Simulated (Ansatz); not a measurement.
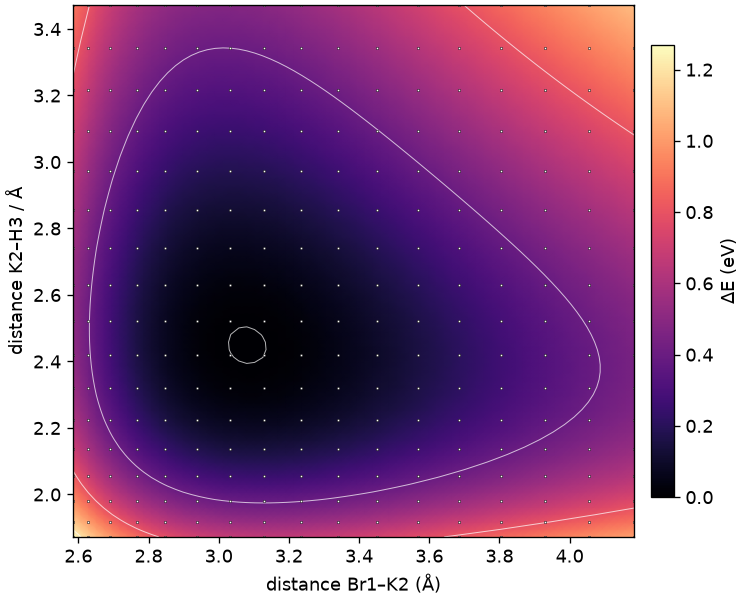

The system Br⁻ + KH. First axis: distance Br1–K2. Second axis: distance K2–H3. Nothing is relaxed (the angle Br1–K2–H3 is fixed at 160 degrees). The scan uses a 17 × 17 grid. Points are written as (first, second). Energies: eV, counted from the lowest grid point. The restricted reference is unstable at some or all points, so the energies there are unreliable. Method: RHF-MP2, frozen core/def2-TZVPD (Ansatz).

The picture shows a smooth colour map with a few white contour lines, dots at the grid points. Between grid points the surface is interpolated.

The lowest grid point is at (3.130 Å, 2.418 Å). No other kind of well shows on this grid. The highest grid point, (2.584 Å, 1.872 Å), lies 1.27 eV above the lowest. Round the minimum the two coordinates are weakly coupled (coupling 0.09 in units of the two stiffnesses).

The level of theory is changed to RHF/def2-TZVPD (Ansatz); with it change the reference geometry, relaxed at the new level; the new grid has 14 × 14 points. The reference is spin-restricted, so regions where a bond is pulled apart into radicals lie too high.

> What will the new map look like?

The minimum (interpolated where it lies between grid points) moves from about (3.080 Å, 2.447 Å) to about (3.145 Å, 2.507 Å). The curvature at the minimum changes from about 2.3 to 2 eV/Å² along distance Br1–K2 and by less than a tenth (about 2.1) eV/Å² along distance K2–H3.

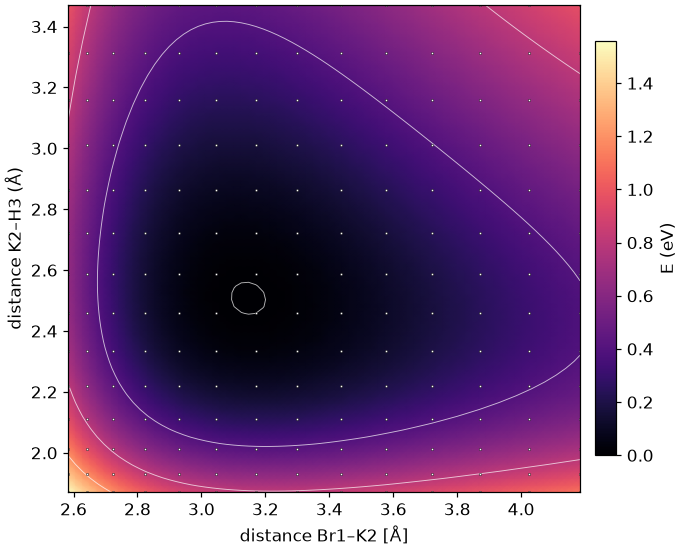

The map after the change, on a colour scale of its own. In the figure: a smooth colour map with a few white contour lines, dots at the grid points. Between grid points the surface is interpolated.
